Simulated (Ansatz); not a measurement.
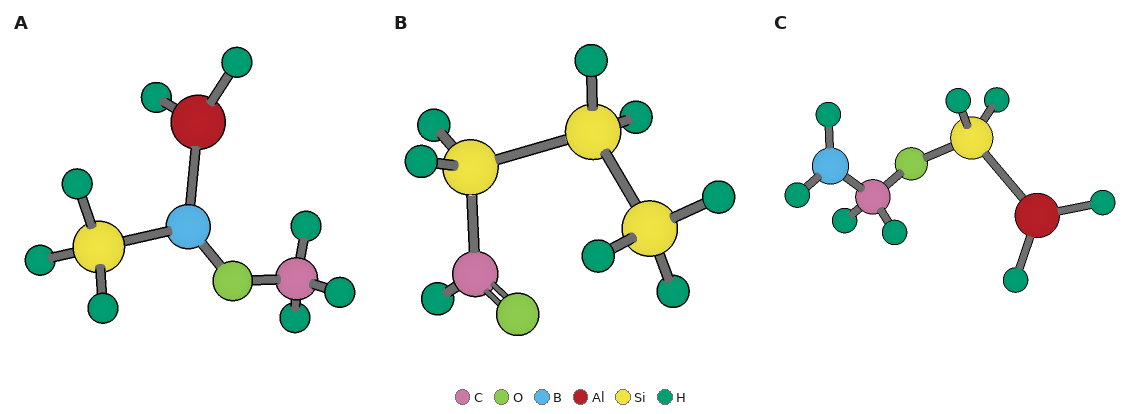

Source: calculation with Ansatz.

> Which panel belongs to which SMILES?
(1) CO[B]([AlH2])[SiH3]
(2) BCO[SiH2][AlH2]
(3) O=C[SiH2][SiH2][SiH3]

A is (1), B is (3), C is (2).
